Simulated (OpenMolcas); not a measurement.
# C4H4Si (SMILES C#C[SiH2]C#C), step by step

We compute the energy (HF/ANO-R0), then the energy (CASSCF(2,2)/ANO-R1), then an energy scan (CASPT2(2,2)/ANO-R1), then an energy scan (SC-NEVPT2(2,2)/ANO-R1), then the energy along one coordinate (MC-PDFT[tPBE](2,2)/ANO-R1) of C4H4Si. 

Program for the calculation: OpenMolcas 26.06.

## (1) The molecule

The species is C4H4Si (9 atoms), meant as a singlet with charge 0. As SMILES, `C#C[SiH2]C#C`. The coordinates come from a PBE0-D4/def2-TZVP relaxation.

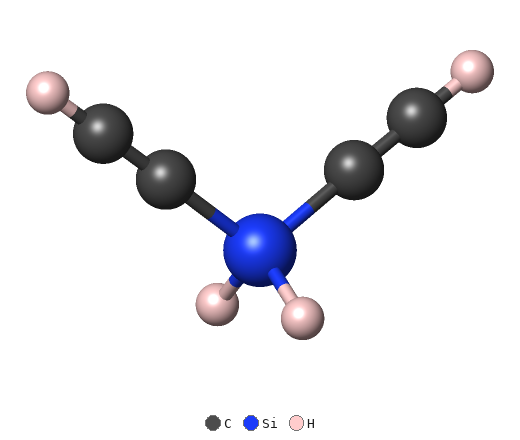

Viewed from a chosen angle; carbon dark grey, silicon blue, hydrogen pink.

## (2) The energy at HF/ANO-R0 (sfX2C) (run 1)

mol.xyz reads:

```xyz
9

C      1.986100    -0.068000     1.693000
C      1.245000    -0.318200     0.775800
Si     0.139500    -0.713800    -0.616400
C     -1.252900     0.459600    -0.648400
C     -2.180600     1.228700    -0.681700
H      2.639600     0.155600     2.505100
H      0.896100    -0.611400    -1.885800
H     -0.384600    -2.089300    -0.450100
H     -2.999800     1.910300    -0.708600
```

step1.inp reads:

```
* C4H4Si Hartree-Fock
>>> EXPORT MOLCAS_PRINT=2

&GATEWAY
 Coord=mol.xyz
 Basis=ANO-R0
 Group=NoSym

&SEWARD

&SCF
 PrOrbitals=0

&LOCALISATION
 Occupied
 Freeze
 Pipek-Mezey

&LOCALISATION
 FileOrb=$Project.LocOrb
 Virtual
 Pipek-Mezey
```

Started as:

```console
$ export MOLCAS_MEM=1860
$ pymolcas step1.inp > step1.log
```

Log:

```text
--- Start Module: gateway ---
[...]
--- Stop Module: gateway /rc=_RC_ALL_IS_WELL_ ---
[...]
      Basis functions           33
[...]
       Convergence after  10 Iterations
[...]
::    Total SCF energy                               -442.6976324649
[...]
      Total spin, S                                     0.0000000000
[...]
      Total electronic charge=   42.000000
      Total            charge=   -0.000000
[...]
      Dipole Moment (debye):
      Origin of the operator (angstrom)=    0.0203   -0.0623   -0.0515
                   X= -2.1924E-01               Y=  1.1993E+00               Z=  1.0394E+00           Total=  1.6021E+00
      Quadrupole Moment (debye*angstrom):
[...]
--- Start Module: localisation ---
[...]
--- Stop Module: localisation /rc=_RC_ALL_IS_WELL_ ---
--- Start Module: localisation ---
[...]
--- Stop Module: localisation /rc=_RC_ALL_IS_WELL_ ---
[...]
```

It took 2.9 s on 1 thread of Intel Xeon 6975P-C (Granite Rapids), shared host; peak memory 0.38 GiB.

## (3) The energy at CASSCF(2,2)/ANO-R1 (sfX2C, RICD fitting) (run 2)

mol.xyz is that of step 2.

step2.input reads:

```
&GATEWAY
 Coord=mol.xyz
 Basis=ANO-R0
 Group=NoSym

&SEWARD

&RASSCF
 FileOrb=$CurrDir/step1.LocOrb
 Alter=2
 1 10 21
 1 22 27
 Spin=1
 Nactel=2 0 0
 Inactive=20
 Ras2=2
 OrbListing=Nothing
>>> COPY $Project.RunFile RUNFIL1
>>> COPY $Project.RasOrb INPORB

&GATEWAY
 Coord=mol.xyz
 Basis=ANO-R1
 Group=NoSym
 RICD

&SEWARD
>>> COPY $Project.RunFile RUNFIL2

&EXPBAS

&RASSCF
 FileOrb=$Project.ExpOrb
 Spin=1
 Nactel=2 0 0
 Inactive=20
 Ras2=2
 OrbListing=Nothing
 OrbAppear=Compact
```

Started as:

```console
$ export MOLCAS_MEM=1860
$ pymolcas step2.input > step2.log
```

Log:

```text
--- Start Module: gateway ---
[...]
      Basis functions           33
[...]
      Number of active orbitals                  2
[...]
      Spin quantum number                      0.0
[...]
      Active orbitals                            2
[...]
      Number of CSFs                             3
[...]
      Number of root(s) required                 1
[...]
      Convergence after 14 iterations
[...]
      printout of CI-coefficients larger than  0.05 for root  1
      energy=    -442.706755
      conf/sym  11     Coeff  Weight
             1  20   0.99675 0.99351
             3  02  -0.08057 0.00649
      Natural orbitals and occupation numbers for root  1
      sym 1:   1.987016   0.012984
      ************************************************************************************************************************
      *                                                    Final results                                                     *
[...]
::    RASSCF root number  1 Total energy:   -442.70675486
[...]
      Basis functions           94
[...]
      Convergence after 14 iterations
[...]
      Natural orbitals and occupation numbers for root  1
      sym 1:   1.985249   0.014751
      ************************************************************************************************************************
      *                                                    Final results                                                     *
[...]
::    RASSCF root number  1 Total energy:   -443.34698310
[...]
      Total electronic charge=   42.000000
      Total            charge=   -0.000000
[...]
      Dipole Moment (debye):
      Origin of the operator (angstrom)=    0.0203   -0.0623   -0.0515
                   X= -1.1572E-01               Y=  5.5354E-01               Z=  4.6677E-01           Total=  7.3327E-01
      Quadrupole Moment (debye*angstrom):
[...]
```

Run time: 9.3 s. Hardware: 1 thread of Intel Xeon 6975P-C (Granite Rapids), shared host; peak memory 0.38 GiB.

## (4) The energy along one coordinate at CASPT2(2,2)/ANO-R1 (sfX2C, RICD fitting, ipea shift 0.25 Eh, pt2 variant SS) (run 3)

step3.inp reads:

```
* C4H4Si CASPT2
>>> COPY $CurrDir/step2.RasOrb $Project.RasOrb
>>> ForEach K in (1, 2, 3, 4, 5, 6, 7, 8, 9)
&GATEWAY
Coord=$CurrDir/point$K.xyz
Basis=ANO-R1
Group=NoSym
RICD
&SEWARD
&RASSCF
FileOrb=$Project.RasOrb
Spin=1
Nactel=2 0 0
Inactive=20
Ras2=2
OrbListing=Nothing
OrbAppear=Compact
&CASPT2
Imaginary=0.2
Frozen=9
>>> EndDo
```

Started as:

```console
$ export MOLCAS_MEM=1860
$ pymolcas step3.inp > step3.log
```

Log:

```text
[...]
      Basis functions           94
[...]
      Number of active orbitals                  2
[...]
      Spin quantum number                      0.0
[...]
      Active orbitals                            2
[...]
      Number of CSFs                             3
[...]
      Number of root(s) required                 1
[...]
      Convergence after 11 iterations
[...]
      printout of CI-coefficients larger than  0.05 for root  1
      energy=    -443.334831
      conf/sym  11     Coeff  Weight
             1  20   0.99745 0.99491
             3  02  -0.07133 0.00509
      Natural orbitals and occupation numbers for root  1
      sym 1:   1.989824   0.010176
      ************************************************************************************************************************
      *                                                    Final results                                                     *
[...]
::    RASSCF root number  1 Total energy:   -443.33483066
[...]
::    CASPT2 Root  1     Total energy:   -443.92832631
[...]
      Convergence after 11 iterations
[...]
      Natural orbitals and occupation numbers for root  1
      sym 1:   1.985254   0.014746
      ************************************************************************************************************************
      *                                                    Final results                                                     *
[...]
      Convergence after  9 iterations
[...]
      Convergence after 10 iterations
[...]
      Convergence after 10 iterations
[...]
::    RASSCF root number  1 Total energy:   -443.15525896
[...]
::    CASPT2 Root  1     Total energy:   -443.73998834
[...]
      Convergence after  9 iterations
[...]
::    RASSCF root number  1 Total energy:   -443.14454614
[...]
      Reference weight:           0.79706
[...]
::    CASPT2 Root  1     Total energy:   -443.72675839
[...]
```

It took 65 s on 1 thread of Intel Xeon 6975P-C (Granite Rapids), shared host; peak memory 0.086 GiB.

The scan, from its lowest point:

| H6–C1 (Å) | energy (kJ/mol) |
| --- | --- |
| 0.959 | 30.6 |
| 1.066 | 0.0 |
| 1.173 | 16.2 |
| 1.333 | 82.6 |
| 1.546 | 196.1 |
| 1.812 | 328.1 |
| 2.132 | 443.9 |
| 2.559 | 525.1 |
| 3.198 | 559.8 |

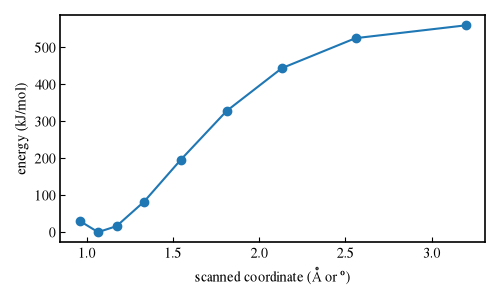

Energy along the scan.

## (5) The energy along one coordinate at SC-NEVPT2(2,2)/ANO-R1 (sfX2C, RICD fitting, pt2 variant SC-NEVPT2) (run 4)

step4.input reads:

```
* C4H4Si NEVPT2
>>> COPY $CurrDir/step2.RasOrb $Project.RasOrb
>>> ForEach K in (1, 2, 3, 4, 5, 6, 7, 8, 9)

&gateway
  coord = $CurrDir/point$K.xyz
  basis = ANO-R1
  group = NoSym
  ricd

&seward

&rasscf
  fileorb = $Project.RasOrb
  spin = 1
  nactel = 2 0 0
  inactive = 20
  ras2 = 2
  orblisting = Nothing
  orbappear = Compact

&caspt2
  sc-nevpt2
  frozen = 9
>>> EndDo
```

Started as:

```console
$ export MOLCAS_MEM=1860
$ pymolcas step4.input > step4.log
```

Log:

```text
--- Start Module: gateway ---
[...]
      Basis functions           94
[...]
      Number of active orbitals                  2
[...]
      Spin quantum number                      0.0
[...]
      Active orbitals                            2
[...]
      Number of CSFs                             3
[...]
      Number of root(s) required                 1
[...]
      Convergence after 11 iterations
[...]
      printout of CI-coefficients larger than  0.05 for root  1
      energy=    -443.334831
      conf/sym  11     Coeff  Weight
             1  20   0.99745 0.99491
             3  02  -0.07133 0.00509
      Natural orbitals and occupation numbers for root  1
      sym 1:   1.989824   0.010176
      ************************************************************************************************************************
      *                                                    Final results                                                     *
[...]
::    RASSCF root number  1 Total energy:   -443.33483066
[...]
::    SC-NEVPT2 Root  1     Total energy:   -443.92460343
[...]
      Convergence after 11 iterations
[...]
      Natural orbitals and occupation numbers for root  1
      sym 1:   1.985254   0.014746
      ************************************************************************************************************************
      *                                                    Final results                                                     *
[...]
      Convergence after  9 iterations
[...]
      Convergence after 10 iterations
[...]
      Convergence after 10 iterations
[...]
::    RASSCF root number  1 Total energy:   -443.15525896
[...]
::    SC-NEVPT2 Root  1     Total energy:   -443.73638892
[...]
      Convergence after  9 iterations
[...]
::    RASSCF root number  1 Total energy:   -443.14454614
[...]
::    SC-NEVPT2 Root  1     Total energy:   -443.72342856
[...]
```

It took 58 s on 1 thread of Intel Xeon 6975P-C (Granite Rapids), shared host; peak memory 0.086 GiB.

The scan, from its lowest point:

| H6–C1 (Å) | energy (kJ/mol) |
| --- | --- |
| 0.959 | 32.0 |
| 1.066 | 0.0 |
| 1.173 | 14.9 |
| 1.333 | 79.8 |
| 1.546 | 192.2 |
| 1.812 | 324.9 |
| 2.132 | 443.2 |
| 2.559 | 526.1 |
| 3.198 | 560.2 |

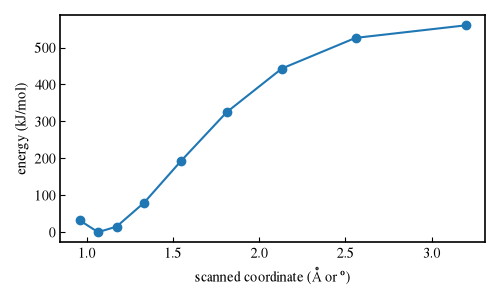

Energy along the scan.

## (6) An energy scan at MC-PDFT[tPBE](2,2)/ANO-R1 (sfX2C, RICD fitting) (run 5)

step5.input reads:

```
>>> COPY $CurrDir/step2.RasOrb $Project.RasOrb
>>> ForEach K in (1, 2, 3, 4, 5, 6, 7, 8, 9)
&GATEWAY
COORD=$CurrDir/point$K.xyz
BASIS=ANO-R1
GROUP=NoSym
RICD
&SEWARD
&RASSCF
FILEORB=$Project.RasOrb
SPIN=1
NACTEL=2 0 0
INACTIVE=20
RAS2=2
ORBLISTING=Nothing
ORBAPPEAR=Compact
&MCPDFT
KSDFT=T:PBE
>>> EndDo
```

Started as:

```console
$ export MOLCAS_MEM=1860
$ pymolcas step5.input > step5.log
```

Log:

```text
--- Start Module: gateway ---
[...]
      Basis functions           94
[...]
      Number of active orbitals                  2
[...]
      Spin quantum number                      0.0
[...]
      Active orbitals                            2
[...]
      Number of CSFs                             3
[...]
      Number of root(s) required                 1
[...]
      Convergence after 11 iterations
[...]
      printout of CI-coefficients larger than  0.05 for root  1
      energy=    -443.334831
      conf/sym  11     Coeff  Weight
             1  20   0.99745 0.99491
             3  02  -0.07133 0.00509
      Natural orbitals and occupation numbers for root  1
      sym 1:   1.989824   0.010176
      ************************************************************************************************************************
      *                                                    Final results                                                     *
[...]
::    RASSCF root number  1 Total energy:   -443.33483066
[...]
::    MCPDFT root number  1 Total energy:   -444.49854753
[...]
      Convergence after 11 iterations
[...]
      Natural orbitals and occupation numbers for root  1
      sym 1:   1.985254   0.014746
      ************************************************************************************************************************
      *                                                    Final results                                                     *
[...]
      Convergence after  9 iterations
[...]
      Convergence after 10 iterations
[...]
      Convergence after 10 iterations
[...]
::    RASSCF root number  1 Total energy:   -443.15525896
[...]
::    MCPDFT root number  1 Total energy:   -444.30150626
[...]
      Convergence after  9 iterations
[...]
::    RASSCF root number  1 Total energy:   -443.14454614
[...]
::    MCPDFT root number  1 Total energy:   -444.28612183
[...]
```

Run time: 78 s. Hardware: 1 thread of Intel Xeon 6975P-C (Granite Rapids), shared host; peak memory 0.086 GiB.

The scan, from its lowest point:

| H6–C1 (Å) | energy (kJ/mol) |
| --- | --- |
| 0.959 | 31.5 |
| 1.066 | 0.0 |
| 1.173 | 15.0 |
| 1.333 | 79.9 |
| 1.546 | 192.9 |
| 1.812 | 328.6 |
| 2.132 | 454.4 |
| 2.559 | 548.8 |
| 3.198 | 589.2 |

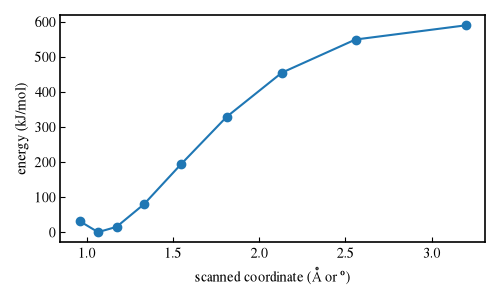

Energy along the scan.

## (7) What came out

| quantity | value |
| --- | --- |
| run 1, HF/ANO-R0: total energy | -442.69763 Eh |
| run 1, HF/ANO-R0: dipole moment | 1.60 D |
| run 1, HF/ANO-R0: HOMO energy | -11.96 eV |
| run 1, HF/ANO-R0: LUMO energy | 2.83 eV |
| run 1, HF/ANO-R0: HOMO–LUMO gap | 14.80 eV |
| run 2, CASSCF(2,2)/ANO-R1: total energy | -443.34698 Eh |
| run 2, CASSCF(2,2)/ANO-R1: dipole moment (CASSCF density) | 0.73 D |
| run 3, CASPT2(2,2)/ANO-R1: lowest energy of the scan | -443.93997 Eh |
| run 4, SC-NEVPT2(2,2)/ANO-R1: lowest energy of the scan | -443.93678 Eh |
| run 5, MC-PDFT[tPBE](2,2)/ANO-R1: lowest energy of the scan | -444.51053 Eh |

**Reading.** Mulliken charges (run 2, CASSCF(2,2)/ANO-R1) run from -0.06 on C2 to +0.09 on H9; they depend strongly on the basis.
